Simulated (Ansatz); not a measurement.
# Calculations on CH4S2Si

### Relaxation

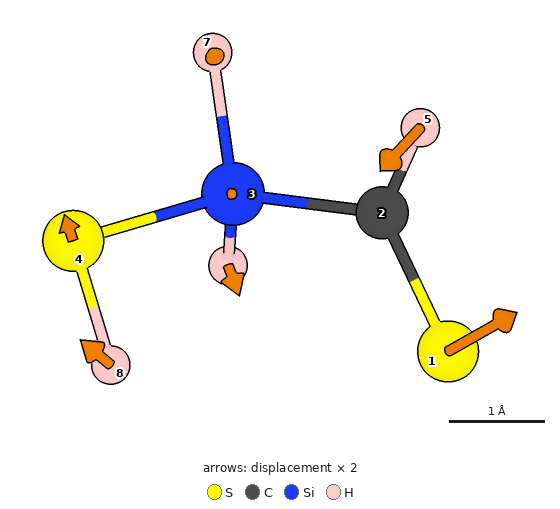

A relaxation of CH4S2Si. The starting structure is drawn; orange arrows show the displacements, magnified 2 times. The two geometries are superimposed by the best rigid fit.

A ball-and-stick model, seen at a tilt.

The run prepares an end point of a later path (torsion) calculation, from a guessed geometry.

All numbers below come from RKS PBE-D4/6-31G* (Ansatz 0.2.0).

Input file:
```yaml
crystal:
  periodic: [false, false, false]
  atoms:
    - { symbol: S, position_ang: [-1.3382, 0.2957, -1.9619] }
    - { symbol: C, position_ang: [0.1073, 0.4275, -1.2479] }
    - { symbol: Si, position_ang: [0.2068, 0.3517, 0.5979] }
    - { symbol: S, position_ang: [0.3188, -1.6927, 1.242] }
    - { symbol: H, position_ang: [1.0608, 0.5287, -1.8142] }
    - { symbol: H, position_ang: [-0.8766, 1.0577, 1.307] }
    - { symbol: H, position_ang: [1.5403, 0.9651, 1.0724] }
    - { symbol: H, position_ang: [-0.9269, -1.9908, 0.7489] }
basis:
  gaussian: { orbitals: "6-31G*" }
hamiltonian:
  xc: pbe
  dispersion: d4
relax:
  f_tol: 0.015
  max_steps: 40
output:
  orbitals: {}
```

Command:
```bash
ansatz run input.yaml --threads 1 --pin off --max-ram 2048MiB --backend cpu --events-out ev --progress --plain --runs-dir out
```

Q: What happened in the run?

A: The atom that moves furthest after the best rigid fit is S1 (0.55 Å). By element the largest moves are S 0.55 Å, H 0.44 Å, Si 0.04 Å, C 0.04 Å. Near-neighbour distances that change, for instance: C2–Si3 1.850 → 1.894 Å, Si3–H7 1.543 → 1.499 Å, S1–C2 1.618 → 1.640 Å, Si3–H6 1.475 → 1.495 Å. Bond angles that change, for instance: C2–Si3–H6 114.9° → 108.5°, H6–Si3–H7 107.3° → 112.1°, S1–C2–Si3 119.0° → 123.1°. Groups turn about C2–Si3 by about 30°. After 12 accepted moves (15 points after the start) the energy has fallen by 0.108 eV. The largest force component goes from 1.3 to 0.0046 eV/Å. The line search rejected the trial steps at points 2, 9, 10 of the run. The forces were under the threshold at step 8, but the run went on from there.

### Relaxation

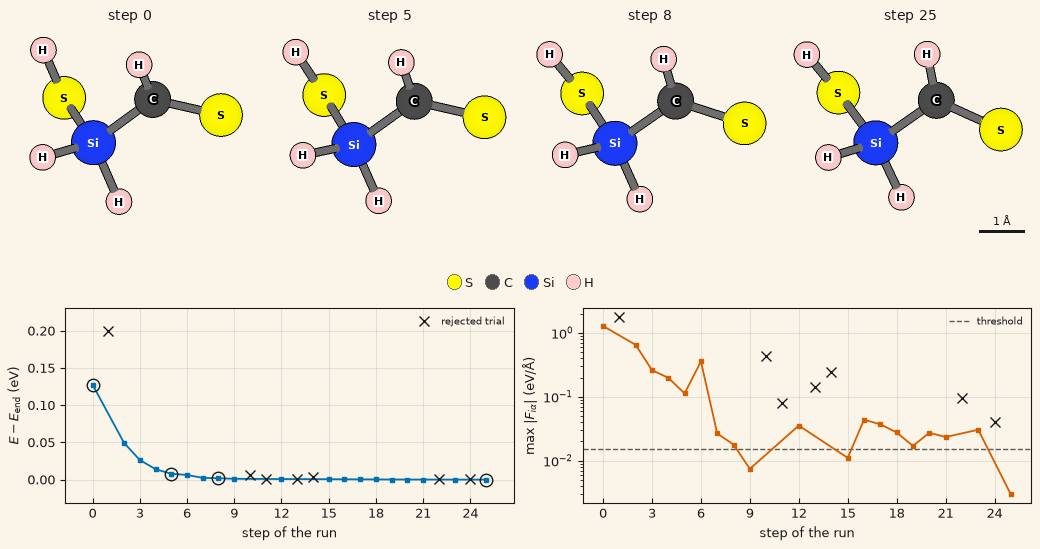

Frames of a relaxation of CH$_{4}$S$_{2}$Si, marked on the history of the run. The picture is a ball-and-stick view, seen at a tilt.

The run prepares an end point of a later path (torsion) calculation, from a guessed geometry.

Computed with RKS PBE-D4/6-31G* (Ansatz). Settings: no spin polarisation; force threshold 0.015 eV/Å; at most 40 steps.

### Describe the path.

Over 18 accepted moves (25 points after the start) the energy falls by 0.128 eV. Largest force component: 1.3 eV/Å at the start, 0.003 eV/Å at the end. The line search rejected the trial steps at points 1, 10, 11, 13, 14, 22, 24 of the run. The forces were under the threshold at step 9, but the run went on from there. An S atom moves most after the best rigid fit: 0.72 Å. Largest moves by element: S 0.72 Å, H 0.54 Å, Si 0.12 Å, C 0.09 Å. Among the contacts that change: H–Si 1.543 → 1.491 Å, C–Si 1.850 → 1.898 Å, H–Si 1.475 → 1.503 Å, C–S 1.618 → 1.639 Å. Bond angles that change, for instance: C–Si–H 114.9° → 108.0°, H–Si–H 107.3° → 111.5°, S–C–H 123.2° → 119.1°. Groups turn about C–Si by about 35°. From step 0 to 5: an S atom moves most (0.20 Å), energy −0.120 eV. From step 5 to 8: an S atom moves most (0.24 Å), energy −0.006 eV. From step 8 to 25: an S atom moves most (0.31 Å), energy −0.002 eV.

### Path

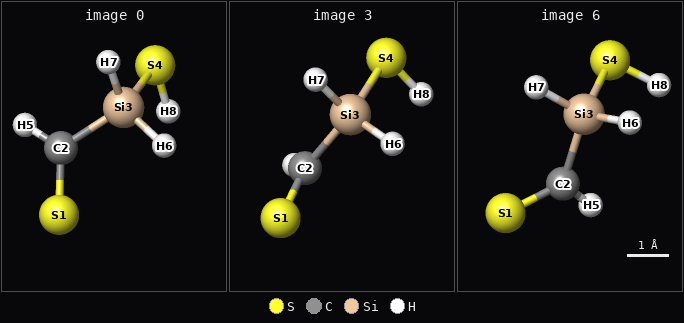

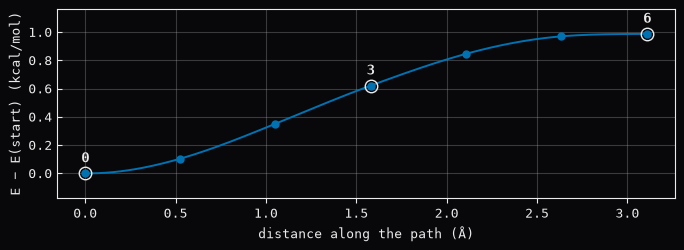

A nudged-elastic-band calculation for CH4S2Si. Images are numbered from 0 (start) to 6 (end). Style: ball-and-stick. Shown from a free direction.

All numbers below come from RKS PBE-D4/6-31G* (Ansatz). Run with 5 movable images; climbing image; force threshold 0.03 eV/Å; iteration limit 60; starting path through a guess of the saddle point.

> What happens along the path, and what is the barrier?

No barrier shows: the energy is highest at the end, and the end lies 0.99 kcal/mol above the start. The motion is a rotation about the C2–Si3 bond by about 115°. No bond forms or breaks between the ends. The band converged in 9 iterations. The largest component of the band force went from 5 to 0.018 eV/Å.
